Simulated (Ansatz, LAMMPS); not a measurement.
# A frame of liquid (Rb,Cs)Cl from 1000 K, run at 300 K (84 atoms) in motion

Aim: follow a frame of liquid (Rb,Cs)Cl from 1000 K, run at 300 K (84 atoms) for a short time with forces from DFT, then look at structure and electrons in the last frame.

Method: Kohn-Sham DFT, PBE, PAW (set soft_2), plane waves, in Ansatz 0.2.0.

## Step 1: The structure

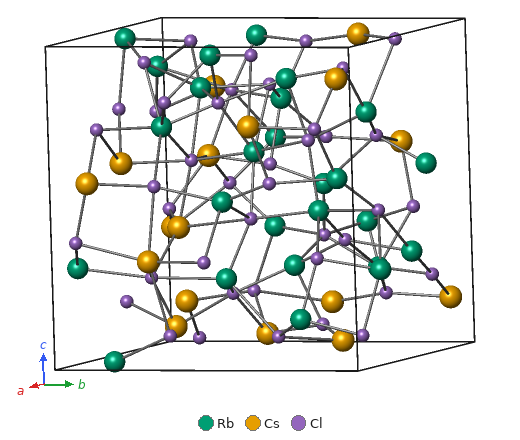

The cell as given, slightly off an axis (rubidium teal, caesium orange, chlorine purple). Some periodic images of atoms are drawn too.

The cell holds 84 atoms: 25 Rb, 17 Cs and 42 Cl. Cell: a = 15.586 Å, b = 15.586 Å, c = 15.586 Å, α = 90.0°, β = 90.0°, γ = 90.0°. 84 atoms (25 Rb, 17 Cs, 42 Cl) placed at random at 2.58 g/cm³, melted at 1800 K for 10 ps at fixed volume with the Lennard-Jones and Coulomb ion parameters for SPC/E (Joung and Cheatham, J. Phys. Chem. B 112, 9020 (2008)), full charges. Snapshot at the end of a hold of 20 ps at 1000 K and fixed volume.

What the set-up can't give: The network of bonds at the start is that of the classical potential that made the cell. The cell was made at 1000 K but the dynamics is set to 300 K: the trajectory isn't one at 1000 K. The ion parameters were fitted for water, not for melts, so the starting structure of this cell may lie well off the real melt's. The Brillouin zone is sampled at Γ only, in a cell whose shortest periodic width is 16 Å. Spin–orbit coupling is left out, which matters for the levels of the heavy elements.

## Step 2: Dynamics started at 300 K

Without a thermostat the total energy must stay constant, which tests forces and time step. The time step is 2.0 fs.

Contents of input.yaml:

```yaml
crystal:
  lattice:
    - [15.586, 0.0, 0.0]
    - [0.0, 15.586, 0.0]
    - [0.0, 0.0, 15.586]
  atoms:
    - { symbol: Rb, position: [0.29982, 0.6339, 0.51602] }
    - { symbol: Rb, position: [0.63072, 0.64854, 0.87008] }
    - { symbol: Rb, position: [0.48976, 0.066, 0.97912] }
    - { symbol: Rb, position: [0.24872, 0.0765, 0.87184] }
    [... 74 atom lines left out ...]
    - { symbol: Cl, position: [0.35935, 0.23144, 0.96038] }
    - { symbol: Cl, position: [0.2603, 0.96777, 0.23322] }
    - { symbol: Cl, position: [0.36406, 0.14657, 0.44185] }
    - { symbol: Cl, position: [0.87673, 0.33628, 0.09539] }
    - { symbol: Cl, position: [0.45042, 0.52308, 0.8362] }
    - { symbol: Cl, position: [0.06246, 0.73712, 0.15726] }
kpoints:
  mp_grid: { grid: [1, 1, 1] }
hamiltonian:
  xc: pbe
scf:
  occupations: { method: fixed }
output:
  forces: true
md:
  timestep: 2.0
  n_steps: 54
  ensemble: nve
  temperature: 300
  initial_velocities: maxwell_boltzmann
  seed: 1709
```

Launch:

```bash
$ ansatz run input.yaml --threads 4 --pin off --max-ram 8192MiB --backend cpu --events-out ev --progress --plain --runs-dir out
```

It took 20 min on 4 threads of AMD EPYC 7R43, shared host; peak memory 4.5 GiB.

The program notes that it switched symmetry off.

Rows from the run:

```
time (fs)  T (K)  potential (meV/atom)  conserved (meV/atom)
      0.0    300                   0.0                  0.00
      8.0    315                  -1.9                  0.00
     14.0    330                  -3.8                  0.00
     22.0    350                  -6.4                 -0.01
     28.0    364                  -8.2                 -0.01
     36.0    379                 -10.1                 -0.01
     44.0    392                 -11.8                  0.00
     50.0    403                 -13.1                  0.00
     58.0    420                 -15.3                  0.00
     64.0    437                 -17.5                  0.00
     72.0    463                 -20.9                  0.00
     80.0    491                 -24.4                 -0.01
     86.0    510                 -26.9                 -0.01
     94.0    530                 -29.4                 -0.01
    100.0    540                 -30.6                 -0.01
    108.0    546                 -31.5                 -0.01
```

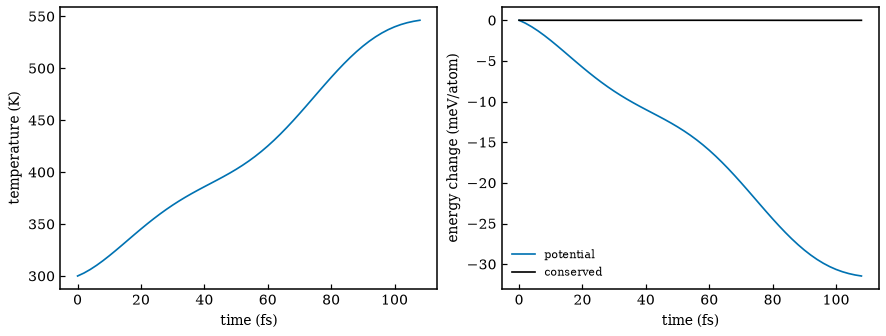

Temperature and energies against time.

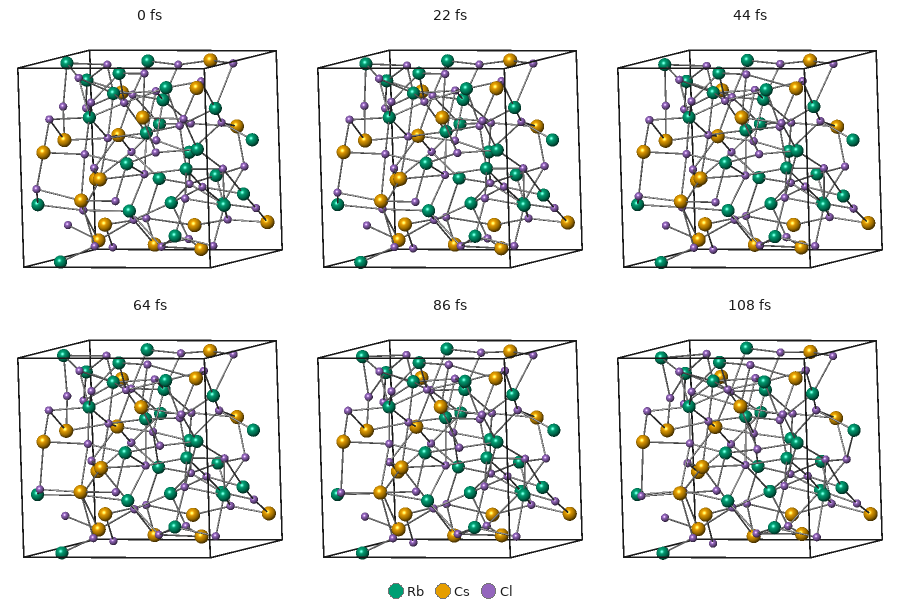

6 frames of the run.

Mean square displacement from the first frame to the last: Rb 0.13 Å², Cs 0.073 Å², Cl 0.23 Å².

Mean square displacement against time lag:

```
time lag (fs)  Cl (Å²)  Cs (Å²)  Rb (Å²)
          2.0   1.1e-4   3.0e-5   5.6e-5
          8.0  0.00178   4.7e-4   9.0e-4
         12.0  0.00400  0.00106  0.00201
         18.0  0.00894  0.00237  0.00451
         24.0   0.0158  0.00419  0.00798
         30.0   0.0243  0.00651   0.0124
         36.0   0.0345  0.00930   0.0177
         42.0   0.0462   0.0126   0.0239
         46.0   0.0547   0.0150   0.0285
         54.0   0.0732   0.0204   0.0388
```

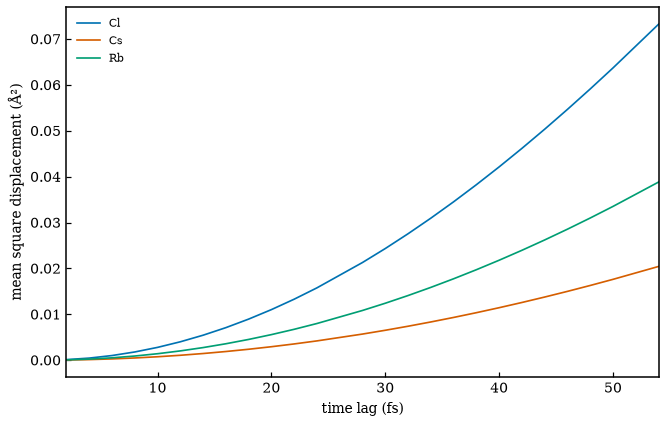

Mean square displacement, plotted against time lag.

Over the second half of 108 fs the temperature averages 488 K, rising from about 426 to 541 K (means over the first and last quarter of that half). The conserved energy stays within 0.01 meV/atom. From first frame to last Cl has the largest mean square displacement, 0.23 Å² at the end; the farthest move is 1.37 Å. The mean temperature of 488 K lies well off the 300 K of the input: without a thermostat, the energy that the start releases heats the cell. The count of bonds goes from 202 in the first frame to 211 in the last, by one set of cutoffs: 3 pairs passed out of them and 12 came within. The run spans 0.11 ps, too short for its means to be equilibrium values.

## Step 3: Structure statistics late in the run

The g(r) is a mean over the second half; what follows it is taken at the last frame.

Density 2.58 g/cm³, 45.07 Å³ an atom.

Mean of 15 frames. g(r), total and by pair (bins of 0.2 Å):

```
r (Å)  total  Cl-Cl  Cl-Rb  Cl-Cs  Rb-Rb  Rb-Cs  Cs-Cs
 2.80   0.07   0.00   0.20   0.07   0.00   0.00   0.00
 3.00   0.82   0.00   2.38   0.57   0.00   0.00   0.00
 3.20   2.47   0.00   5.81   3.66   0.00   0.00   0.00
 3.40   2.24   0.00   3.96   5.22   0.00   0.00   0.00
 3.60   1.20   0.23   2.23   2.31   0.00   0.04   0.10
 3.80   0.81   0.27   1.16   1.26   0.30   0.62   1.14
 4.00   0.70   0.51   0.52   1.05   1.21   0.56   0.84
 4.20   0.93   1.63   0.37   0.47   1.37   1.53   0.27
 4.40   1.04   2.06   0.32   0.38   1.44   1.64   0.82
 4.60   1.14   1.55   0.23   0.56   1.76   2.81   1.67
 4.80   1.25   1.90   0.16   0.67   2.33   2.35   2.34
 5.00   1.18   2.09   0.33   0.49   2.04   1.69   1.92
 5.20   1.03   1.47   0.47   0.75   1.82   1.30   1.16
 5.40   0.83   1.25   0.63   0.60   0.95   0.56   1.37
 5.60   0.92   1.32   0.68   0.93   0.90   0.78   0.63
 5.80   0.79   0.78   0.67   0.65   0.97   1.17   0.91
 6.00   0.74   0.80   0.72   0.53   0.34   0.98   1.73
 6.20   0.82   1.02   0.74   0.68   0.68   0.72   1.44
 6.40   0.94   0.84   0.96   0.81   0.98   1.24   1.09
 6.60   1.11   1.01   1.33   0.90   1.36   1.25   0.22
 6.80   1.19   0.90   1.75   1.23   0.80   0.92   0.36
 7.00   1.09   0.57   1.51   1.48   0.76   0.82   0.71
 7.20   1.15   0.63   1.66   1.71   0.30   0.77   0.74
 7.40   1.06   0.52   1.46   1.65   0.64   0.46   1.16
 7.60   1.02   0.60   1.27   1.42   1.07   0.65   0.93
```

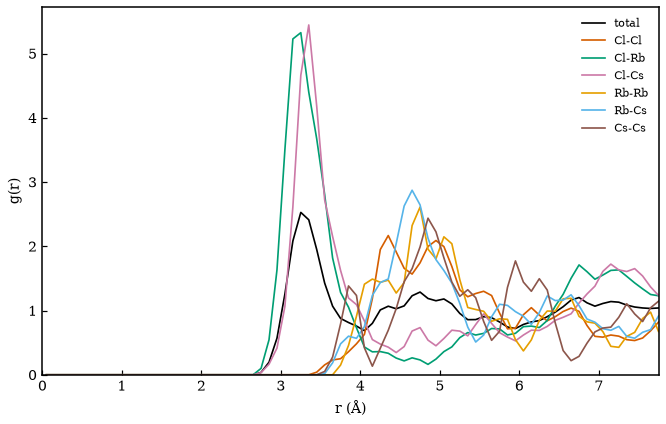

Pair distribution functions, lightly smoothed.

Bonds by pair of elements; cutoffs follow the first minimum of g(r), held within bounds set by covalent radii, and pairs that aren't listed don't count as bonded:

```
pair A-B  cutoff (Å)  bonds  mean length (Å)  spread (Å)  shortest (Å)  B about A  A about B
   Cl-Rb        4.13    129             3.39        0.26          2.84       3.07       5.16
   Cl-Cs        4.23     82             3.50        0.27          2.99       1.95       4.82
```

How many atoms have how many bonded neighbours:

```
element  mean  3  4   5  6  7
     Cl  5.02  1  5  28  8  0
     Cs  4.82  1  5   8  2  1
     Rb  5.16  0  3  15  7  0
```

Bond angles (no mean is given where the spread exceeds 20°):

```
   angle  count  mean (°)  spread (°)
Cl-Rb-Cl    273         -           -
Cs-Cl-Rb    209         -           -
Cl-Cs-Cl    164         -           -
Rb-Cl-Rb    158         -           -
Cs-Cl-Cs     66         -           -
```

Bond length by coordination (bonds to H left out):

```
element  coordination  atoms  mean bond length (Å)
     Cl             3      1                  3.22
     Cl             4      5                  3.29
     Cl             5     28                  3.42
     Cl             6      8                  3.55
     Cs             3      1                  3.25
     Cs             4      5                  3.45
     Cs             5      8                  3.51
     Cs             6      2                  3.57
     Cs             7      1                  3.62
     Rb             4      3                  3.34
     Rb             5     15                  3.37
     Rb             6      7                  3.43
```

For some of the pairs, g(r) has its first main peak near 3.2 Å (Cl-Rb), 3.3 Å (Cl-Cs), 4.7 Å (Rb-Rb) and 4.7 Å (Rb-Cs). By these cutoffs 67 % of Cl atoms have 5, 47 % of Cs atoms have 5 and 60 % of Rb atoms have 5 bonded neighbours.

## Step 4: Single point at the last frame

The last frame is solved again with fuller output, to read the electronic structure of a thermally displaced geometry.

Contents of input.yaml:

```yaml
crystal:
  lattice:
    - [15.586, 0.0, 0.0]
    - [0.0, 15.586, 0.0]
    - [0.0, 0.0, 15.586]
  atoms:
    - { symbol: Rb, position: [0.29419, 0.64133, 0.5341] }
    - { symbol: Rb, position: [0.63107, 0.63847, 0.84915] }
    - { symbol: Rb, position: [0.50779, 0.04204, 0.95721] }
    - { symbol: Rb, position: [0.25656, 0.07114, 0.85655] }
    [... 74 atom lines left out ...]
    - { symbol: Cl, position: [0.34767, 0.22362, 0.96314] }
    - { symbol: Cl, position: [0.26355, 0.97316, 0.20649] }
    - { symbol: Cl, position: [0.37538, 0.11452, 0.41655] }
    - { symbol: Cl, position: [0.87364, 0.3252, 0.08614] }
    - { symbol: Cl, position: [0.43723, 0.51602, 0.85009] }
    - { symbol: Cl, position: [0.04393, 0.75204, 0.18513] }
kpoints:
  mp_grid: { grid: [1, 1, 1] }
hamiltonian:
  xc: pbe
scf:
  occupations: { method: fixed }
output:
  forces: true
  stress: true
  populations: true
  dos:
    method: { smearing: { sigma: 0.08 } }
    de: 0.1
    projected: { site_lists: { Cl: [Cl], Cs: [Cs], Rb: [Rb] } }
  eigenvalues: true
  write_density: true
  write_potential: true
  volumetric_format: npy
```

Elapsed: 74 s, on 4 threads; peak memory 4.4 GiB; 4.6 min of CPU time.

The program notes that the exchange-correlation potential is rough where the density is thin.

Numbers from this run:

```
free energy                                      : -223578.5583 eV
free energy per atom                             : -2661.6495 eV/atom
SCF cycles                                       : 7
pressure                                         : 0.2613 GPa
r.m.s. force component                           : 0.2278 eV/Å
longest force                                    : 1.07 eV/Å
Fermi energy                                     : 0.9291 eV
gap (highest filled to lowest empty level) : 3.553 eV
spilling of the projection                       : 0.004375
```

Neighbours are counted within 4.13 Å (Cl-Rb), 4.23 Å (Cl-Cs), the cutoffs taken from the dynamics.

Length of the force by element and coordination:

```
element  coordination  atoms  mean length of the force (eV/Å)  spread  least   most
     Cl           all     42                            0.320   0.173  0.110  0.971
     Cl             3      1                            0.195       0  0.195  0.195
     Cl             4      5                            0.419  0.0698  0.320  0.529
     Cl             5     28                            0.325   0.186  0.110  0.971
     Cl             6      8                            0.256   0.142  0.133  0.602
     Cs           all     17                            0.365   0.189  0.148  0.934
     Cs             3      1                            0.223       0  0.223  0.223
     Cs             4      5                            0.374   0.098  0.233  0.530
     Cs             5      8                            0.423   0.238  0.148  0.934
     Cs             6      2                            0.198  0.0462  0.152  0.244
     Cs             7      1                            0.328       0  0.328  0.328
     Rb           all     25                            0.381   0.202  0.123   1.07
     Rb             4      3                            0.487   0.149  0.339  0.691
     Rb             5     15                            0.345   0.114  0.201  0.574
     Rb             6      7                            0.412   0.316  0.123   1.07
```

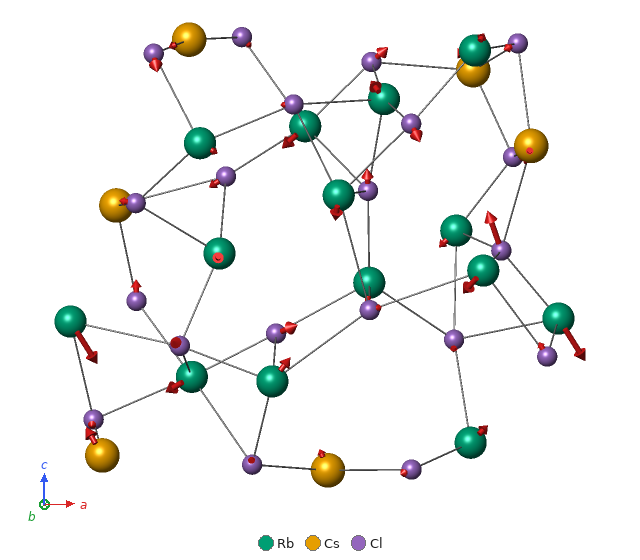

Forces as arrows; the longest in the cell is 1.07 eV/Å. Drawn is a slice 7 Å thick, seen along the normal of the ac plane.

Löwdin charges by element and coordination (they lack the spilled electrons, 0.035 e an atom on average):

```
element  coordination  atoms  mean charge (e)  spread   least    most
     Cl           all     42           -0.744  0.0047  -0.753  -0.733
     Cl             3      1           -0.747       0  -0.747  -0.747
     Cl             4      5           -0.748  0.0052  -0.753  -0.738
     Cl             5     28           -0.744  0.0037   -0.75  -0.736
     Cl             6      8           -0.739  0.0037  -0.742  -0.733
     Cs           all     17            0.838    0.01   0.817   0.855
     Cs             3      1            0.855       0   0.855   0.855
     Cs             4      5            0.844  0.0041   0.839   0.850
     Cs             5      8            0.837  0.0086   0.826   0.853
     Cs             6      2            0.831  0.0018   0.829   0.833
     Cs             7      1            0.817       0   0.817   0.817
     Rb           all     25            0.797  0.0093   0.781   0.818
     Rb             4      3            0.811  0.0054   0.805   0.818
     Rb             5     15            0.799  0.0059   0.788   0.809
     Rb             6      7            0.787  0.0061   0.781   0.798
```

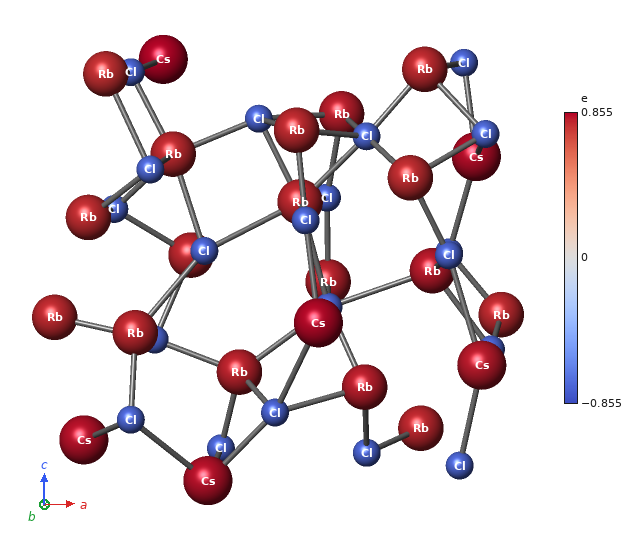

Atoms coloured by Löwdin charge. Drawn is a slice 8 Å thick, seen along the normal of the ac plane.

States in the cell by windows of 1 eV, zero at the Fermi level; the larger projections on atomic orbitals stand beside the total:

```
from (eV)  to (eV)  total   Cl p   Rb p  Cs p  Cl s
      -18      -14    0.0    0.0    0.0   0.0   0.0
      -14      -13    8.8    0.0    0.1   0.1   8.2
      -13      -12   73.2    0.0    1.0   0.3  69.0
      -12      -11    2.1    0.0    0.0   0.0   2.0
      -11      -10    1.4    0.0    1.4   0.0   0.0
      -10       -9  107.1    0.8  105.1   0.1   0.8
       -9       -8   41.5    0.4   40.5   0.0   0.4
       -8       -7   40.2    0.6    0.1  39.0   0.2
       -7       -6   61.8    1.1    0.1  60.0   0.3
       -6       -2    0.0    0.0    0.0   0.0   0.0
       -2       -1  103.5   97.5    0.5   0.7   0.1
       -1        0  147.3  142.3    0.7   1.2   0.1
        0        1    1.2    1.2    0.0   0.0   0.0
        1        3    0.0    0.0    0.0   0.0   0.0
        3        4    2.0    0.0    0.0   0.0   0.2
        4        5   17.7    0.9    0.1   0.1   0.8
```

The curve was stored every 0.10 eV, coarse against its broadening of 0.08 eV, so these counts are rough.

With fixed occupations the program's Fermi level is the highest filled level; weight inside the gap is the broadening of levels at its edges.

Between -26 and -18 eV lie 84 more states.

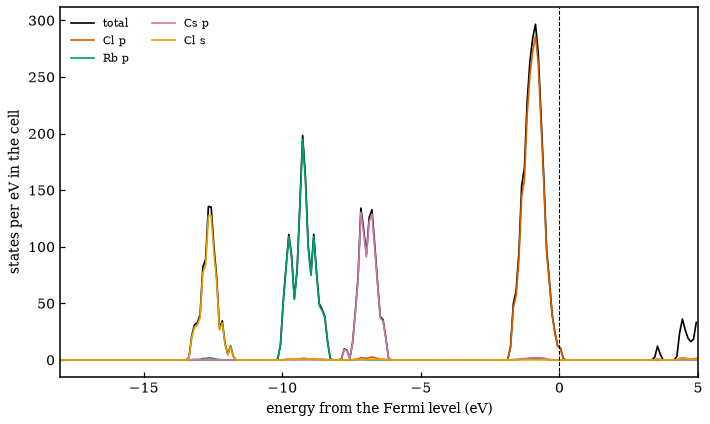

Total and projected density of states, with the broadening of the input.

The levels nearest the highest filled one (over half full), pooled over k-points and spins:

```
level less the highest filled one (eV)  occupation
                                -0.361           2
                                -0.323           2
                                -0.289           2
                                -0.215           2
                                -0.161           2
                                     0           2
                                  3.55           0
                                  4.35           0
                                  4.40           0
                                  4.44           0
                                  4.50           0
                                  4.58           0
```

Mean Löwdin charges: Cl -0.74, Cs +0.84, Rb +0.80 e (they miss 0.44 % of the electrons, so they add up to more than the cell's charge).

## Step 5: Outcome

```json
{"mean temperature, second half": "488.2 K", "temperature swing, second half": "45.23 K", "slope of the conserved energy against time, by least squares": "-0.04 meV/atom/ps", "free energy per atom": "-2661.6495 eV/atom", "pressure": "0.2613 GPa", "r.m.s. force component": "0.2278 eV/Å", "gap (highest filled to lowest empty level)": "3.553 eV", "wall time of the 2 DFT runs": "22 min"}
```

What this shows: Over the second half of 108 fs the temperature averages 488 K, rising from about 426 to 541 K (means over the first and last quarter of that half). The conserved energy stays within 0.01 meV/atom. The mean temperature of 488 K lies well off the 300 K of the input: without a thermostat, the energy that the start releases heats the cell. The count of bonds goes from 202 in the first frame to 211 in the last, by one set of cutoffs: 3 pairs passed out of them and 12 came within. The run spans 0.11 ps, too short for its means to be equilibrium values. By these cutoffs 67 % of Cl atoms have 5, 47 % of Cs atoms have 5 and 60 % of Rb atoms have 5 bonded neighbours. The highest filled and lowest empty levels differ by 3.55 eV (at Γ alone); a semilocal functional tends to put such gaps too low. In a disordered cell it changes from sample to sample and from frame to frame.

What to keep in mind: The starting topology of bonds comes from the classical model; in DFT 3 of its 202 bonded pairs passed out of the cutoffs and 12 came within them. The pressure of a single frame lacks the kinetic term, about 0.15 GPa here.

[Logs are printed without paths, hosts, clocks, repeated set-up lines and the standing remarks that a program may print on its own settings, such as how far it seeks lower states.]

[Hosts, paths, dates, database ids (printed as entryN), source tags and the programs' standing remarks are cut or masked in the printed files.]
